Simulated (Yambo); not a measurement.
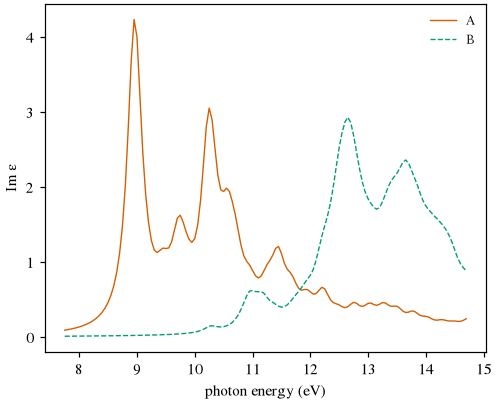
Figure. Two computed absorption spectra of Rb2NaYF6 (space group Fm-3m, No. 225) (Yambo, LDA bands with the same scissor, field along x)

Which curve includes the electron-hole attraction (BSE), and where are its main peaks?

Curve A: the attraction moves weight to lower energy (centre of the plotted range 10.5 eV against 13.0 eV). Its peaks lie at 8.9 eV, 9.8 eV, 10.2 eV, 11.4 eV. Settings: 4×4×4 mesh, 18 valence and 10 conduction bands, static screening with 107 bands and a 3 Ry block, scissor 4.00 eV, Tamm-Dancoff. The scissor comes from a G0W0 run whose convergence isn't established. Broadening 0.15 eV. The band window holds all transitions up to 15.1 eV. Fine structure above the onset can come from the mesh.

Geometry of the Materials Project entry, not relaxed at this level; primitive cell a = 6.383 Å, b = 6.383 Å, c = 6.383 Å, α = 60.00°, β = 60.00°, γ = 60.00°.
